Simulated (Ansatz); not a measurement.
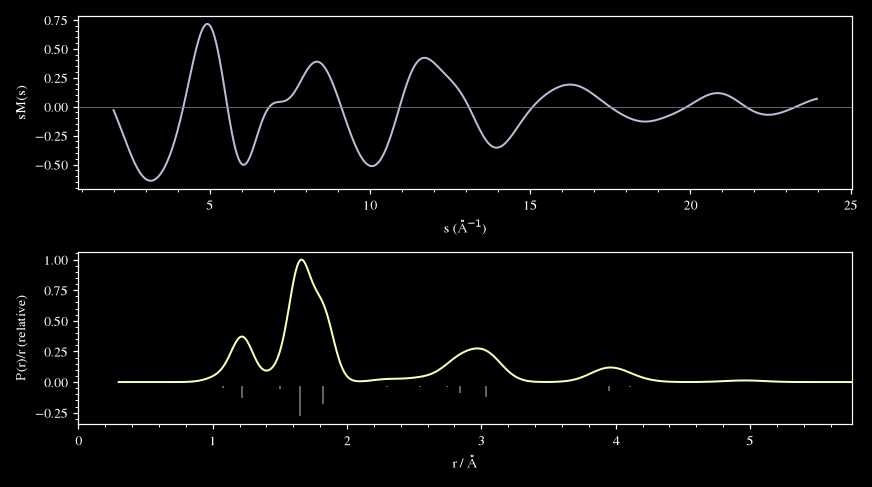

Simulated gas electron diffraction: reduced molecular intensity sM(s) from the Debye equation in the first Born approximation (top) and the radial distribution curve (bottom) of C₂H₂FSi (spin multiplicity 2). Each pair of atoms contributes with weight ZᵢZⱼ/r (bars below the curve); damping constant 0.002 Å²; vibrational amplitudes assumed, not computed: 0.05 Å for bonds, 0.078 Å for bonds to H, 0.06 + 0.015 r up to 0.15 Å for other pairs. The geometry is the end point of an optimisation (UKS PBE0/cc-pVDZ in Ansatz 0.2.0); it may be a saddle point or a higher isomer.

Assign the first 4 clear peaks of the radial distribution curve (– bonded, ··· not bonded).

Peak 1, 1.22 Å: C–H 1.07 Å, C–C 1.22 Å, not resolved
Peak 2, 1.66 Å: Si–F 1.65 Å, Si–C 1.82 Å, not resolved
Peak 3, 2.97 Å: F···C 2.84 Å, Si···C 3.04 Å, not resolved
Peak 4, 3.96 Å: C···H 3.86 Å, F···C 3.95 Å, Si···H 4.11 Å, not resolved
